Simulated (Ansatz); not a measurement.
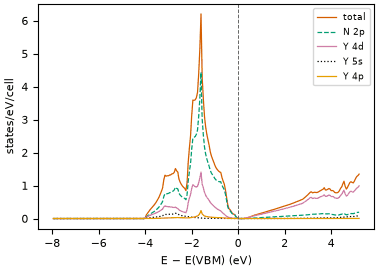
Figure: Total and projected density of states of YN (rock salt, Fm-3m), PBE in the plane-wave PAW code Ansatz

Task: Which orbitals carry the states next to the gap?

Result: Top 1 eV of the valence band: N 2p 80 %, Y 4d 16 %. Bottom 1 eV of the conduction band: Y 4d 82 %, N 2p 17 %. Projections are on Löwdin-orthogonalised atomic valence shells; empty p or d shells of many metals are not among them.

Task: Where is the tallest occupied peak in this window, and what makes it?

Result: Near -1.6 eV, about 6.2 states/eV per cell; the largest projected share is N 2p.

The cell was relaxed with PBE under the symmetry of its start. No spin polarisation was allowed. Spin–orbit coupling is left out wherever it is not named.

Potentials: the earlier of the program's two PAW sets.
